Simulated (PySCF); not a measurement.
# C5H7NSSi: excited states, first hyperpolarisability

Wanted: excited states, first hyperpolarisability for C5H7NSSi (`CCC(=C=S)[SiH2]C#N`).

Computed with PySCF 2.14.0 and routines of our own; the level stands in each step. Atoms count from 0.

### 1 The system as given

15 atoms, charge 0, multiplicity 1; geometry from: GFN2-xTB.

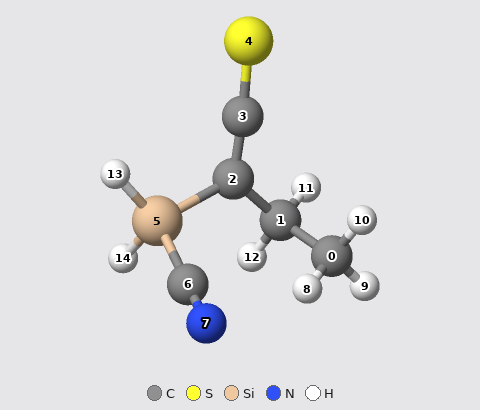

The starting geometry (carbon grey, sulfur yellow, silicon light orange, nitrogen blue, hydrogen white).

### 2 Excited states: TDA PBE0/def2-SVPD

The job: settings as JSON, then the geometry in Å.

```
{"job": {"kind": "states", "xc": "PBE0", "basis": "def2-SVPD", "tda": true, "soc": true, "nstates": 6, "ntriplets": 4, "nquad": 4}, "charge": 0, "multiplicity": 1}
C     -1.675452     0.339523    -0.690144
C     -0.897962    -0.913009    -0.296196
C      0.189203    -0.591029     0.704699
C      0.031945    -0.650959     1.989039
S     -0.044728    -0.717423     3.545983
Si     1.866722    -0.003994     0.058317
C      1.596756     1.649761    -0.777572
N      1.430290     2.660426    -1.290786
H     -1.012120     1.083652    -1.125206
H     -2.440634     0.087423    -1.420915
H     -2.158390     0.776345     0.180979
H     -1.580659    -1.643983     0.142482
H     -0.447606    -1.357129    -1.186471
H      2.826227     0.212236     1.136201
H      2.311996    -0.923851    -0.992320
```

Level: TDA PBE0/def2-SVPD excited states, vertical, gas phase, spin-orbit mean-field couplings.

Command:

```bash
$ OMP_NUM_THREADS=1 python excited_run.py task.json out
```

One launch serves the whole session: the jobs run in the order shown.

Output:

```text
coarse grid: 14080 points
cycle   1  E = -936.0288379282  dE =  8.537e-01  |g| = 4.450e-01  |ddm| = 5.633e+00
cycle   2  E = -935.9230249153  dE =  1.058e-01  |g| = 8.114e-01  |ddm| = 1.697e+00
cycle   3  E = -936.0773049205  dE = -1.543e-01  |g| = 1.661e-01  |ddm| = 1.008e+00
cycle   4  E = -936.0830034489  dE = -5.699e-03  |g| = 5.133e-02  |ddm| = 2.106e-01
cycle   5  E = -936.0834689018  dE = -4.655e-04  |g| = 2.626e-02  |ddm| = 1.206e-01
cycle   6  E = -936.0836711149  dE = -2.022e-04  |g| = 4.740e-03  |ddm| = 5.396e-02
cycle   7  E = -936.0836760334  dE = -4.919e-06  |g| = 2.298e-03  |ddm| = 1.283e-02
final grid: 128312 points
cycle   8  E = -936.1897851910  dE = -2.615e-05  |g| = 6.662e-03  |ddm| = 1.247e-01
cycle   9  E = -936.1897676796  dE =  1.751e-05  |g| = 9.969e-03  |ddm| = 2.667e-02
cycle  10  E = -936.1897955723  dE = -2.789e-05  |g| = 2.417e-03  |ddm| = 1.819e-02
cycle  11  E = -936.1897973465  dE = -1.774e-06  |g| = 3.394e-04  |ddm| = 4.045e-03
cycle  12  E = -936.1897973648  dE = -1.826e-08  |g| = 2.144e-04  |ddm| = 7.599e-04
cycle  13  E = -936.1897973747  dE = -9.928e-09  |g| = 6.059e-05  |ddm| = 2.871e-04
cycle  14  E = -936.1897973754  dE = -6.737e-10  |g| = 2.825e-05  |ddm| = 1.212e-04
converged SCF energy = -936.1897973754

Singlet excitations
state   eV       nm        f     d(h-e)  d(exc)  Lambda  PR(NTO)  |dmu|/D   mu/D   main configurations
  1   2.6279   471.8   0.00040   0.119   2.828   0.503   1.002    0.417    3.232   H->L 0.99
  2   4.9511   250.4   0.01282   0.734   3.424   0.677   1.935    1.942    4.543   H->L+1 0.59, H-1->L 0.38
  3   5.2706   235.2   0.00521   2.368   4.071   0.477   1.165    6.961    8.729   H->L+3 0.53, H->L+2 0.28, H->L+1 0.10
  4   5.4058   229.4   0.00092   3.354   4.460   0.365   1.019    9.892   12.048   H->L+2 0.69, H->L+3 0.28
  5   5.9083   209.8   0.00763   0.373   2.798   0.489   1.071                     H-4->L 0.56, H-5->L 0.12, H-2->L 0.12
  6   6.1482   201.7   0.01884   1.128   4.272   0.331   1.015                     H->L+4 0.93

Triplet excitations (Tamm-Dancoff)
state   eV     d(h-e)  d(exc)  Lambda  PR(NTO)   main configurations
  1   2.2768   0.109   2.790   0.503   1.005   H->L 0.98
  2   3.8175   0.356   2.648   0.700   1.380   H-1->L 0.72, H->L+1 0.12
  3   3.9143   0.339   2.824   0.604   1.380   H->L+1 0.59, H->L+3 0.16, H-1->L 0.13
  4   5.1050   2.608   4.107   0.493   1.068   H->L+3 0.53, H->L+1 0.23, H->L+2 0.19
S1 - T1 = 0.3511 eV

Spin-orbit couplings |<S|Hso|T>| (cm-1)
             T1       T2       T3       T4
S0      111.210    2.443    2.020   22.343
S1        0.358   79.794   77.644    4.878
S2       79.831    3.051    4.798   17.736
S3       30.270    3.338   13.364    6.906
S4       11.171    3.051    8.394   16.618
S5        2.357   75.249   16.225    0.806
S6        1.941    4.795    1.649    1.084
T1 sublevels (cm-1): 0.000 0.004 1.352   radiative rates (1/s): 0.096 0.264 68.4
```

Wall time 51 s (1 thread of Arm Neoverse V2, shared host); peak memory 0.89 GiB.

In short:

| quantity | value |
| --- | --- |
| S1 less T1 | 0.35 eV |

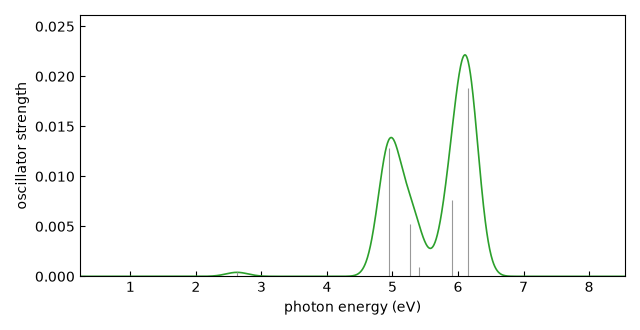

Absorption lines of the singlets. Lines are broadened to a width of 0.40 eV (Gaussian).

The fields below are evaluated on a grid from the run's orbitals.

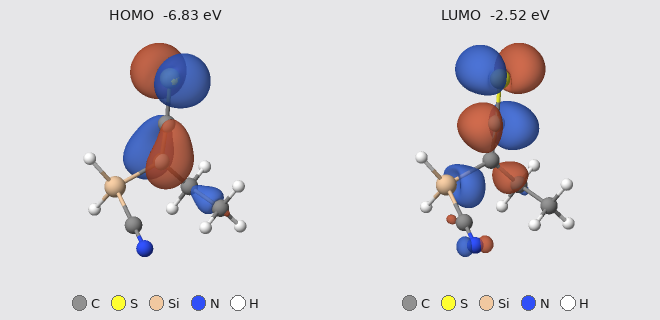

Frontier orbitals at PBE0/def2-SVPD; each surface holds 70 % of the orbital's density, blue and red mark the sign.

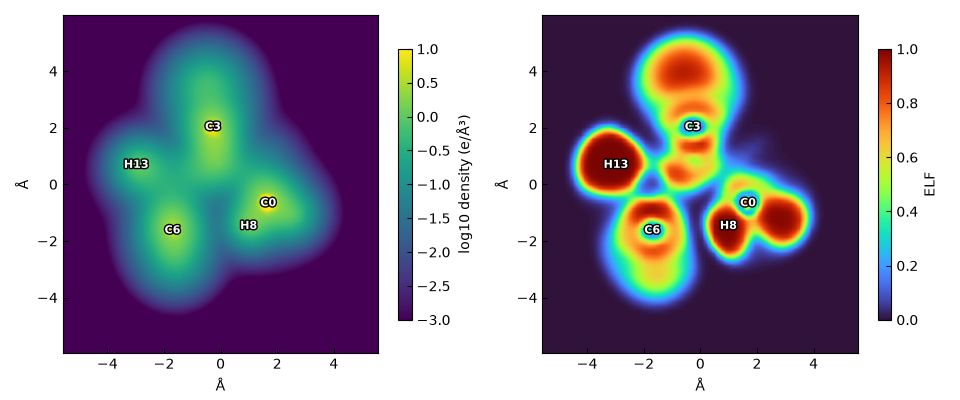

Density (left) and ELF (right) in a plane through or near 5 of the atoms.

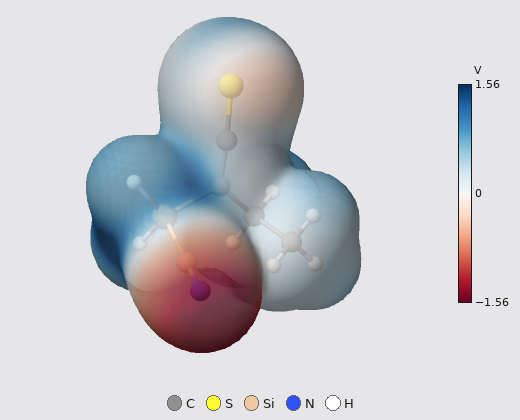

The potential that a unit positive charge feels on the 0.002 e/bohr³ surface, from -1.56 V near N7 to 1.52 V near H14.

### 3 First hyperpolarisability: quadratic response BHandHLYP/def2-SVPD

Settings changed since step 2:

```diff
@@ -1,2 +1,2 @@
-{"job": {"kind": "states", "xc": "PBE0", "basis": "def2-SVPD", "tda": true, "soc": true, "nstates": 6, "ntriplets": 4, "nquad": 4}, "charge": 0, "multiplicity": 1}
+{"job": {"kind": "beta", "xc": "BHandHLYP", "basis": "def2-SVPD", "wavelengths": [1064]}, "charge": 0, "multiplicity": 1}
 C     -1.675452     0.339523    -0.690144
```

Method: quadratic response BHandHLYP/def2-SVPD first hyperpolarisability, Taylor convention, gas phase.

Output:

```text
coarse grid: 14080 points
cycle   1  E = -936.4433259489  dE =  1.028e+00  |g| = 4.719e-01  |ddm| = 5.424e+00
cycle   2  E = -936.3946018477  dE =  4.872e-02  |g| = 7.037e-01  |ddm| = 1.664e+00
cycle   3  E = -936.5115818827  dE = -1.170e-01  |g| = 9.008e-02  |ddm| = 9.065e-01
cycle   4  E = -936.5131790946  dE = -1.597e-03  |g| = 4.932e-02  |ddm| = 1.927e-01
cycle   5  E = -936.5137623512  dE = -5.833e-04  |g| = 1.498e-02  |ddm| = 1.028e-01
cycle   6  E = -936.5138278748  dE = -6.552e-05  |g| = 2.448e-03  |ddm| = 3.494e-02
cycle   7  E = -936.5138320034  dE = -4.129e-06  |g| = 1.282e-03  |ddm| = 9.336e-03
final grid: 128312 points
cycle   8  E = -936.5913310685  dE = -1.631e-05  |g| = 2.795e-03  |ddm| = 7.595e-02
cycle   9  E = -936.5913299872  dE =  1.081e-06  |g| = 3.471e-03  |ddm| = 1.096e-02
cycle  10  E = -936.5913333464  dE = -3.359e-06  |g| = 5.983e-04  |ddm| = 5.539e-03
cycle  11  E = -936.5913334471  dE = -1.007e-07  |g| = 1.938e-04  |ddm| = 1.188e-03
cycle  12  E = -936.5913334591  dE = -1.201e-08  |g| = 1.080e-04  |ddm| = 5.040e-04
cycle  13  E = -936.5913334624  dE = -3.380e-09  |g| = 2.870e-05  |ddm| = 1.620e-04
cycle  14  E = -936.5913334631  dE = -6.953e-10  |g| = 1.026e-05  |ddm| = 1.139e-04
converged SCF energy = -936.5913334631

Lowest singlets (eV, f): 2.6463 0.0002  5.1576 0.0116  5.8252 0.0052

First hyperpolarisability (au)
process     nm      |vector|   parallel      HRS      DR
static         -      204.20     -49.69      87.14   4.545
shg       1064.0      229.02     -52.77     100.13   4.314
eope      1064.0      212.83     -51.06          -       -
```

It took 47 s on 1 thread of Arm Neoverse V2, shared host; peak memory 0.79 GiB.

### 4 Outcome

| quantity | value |
| --- | --- |
| S1 less T1 (step 2, TDA PBE0/def2-SVPD) | 0.35 eV |
| potential on the surface of density 0.002 e/bohr³, 1st and 99th percentile | -1.56 V and 1.52 V |
| β vector (step 3, quadratic response BHandHLYP/def2-SVPD) | static 204, SHG 1064.0 nm 229 au |

In step 2, the number of triplets below S1 is 1, and the largest singlet-triplet spin-orbit coupling is S0–T1, 111.21 cm⁻¹. By nearest atom (PBE0/def2-SVPD), the HOMO sits on S4 49 %; C2 30 % and the LUMO on C3 39 %; S4 36 %. β grows from 204 au (static) to 229 au for doubling at 1064.0 nm: normal dispersion, which grows as twice the photon energy moves toward the bright states.
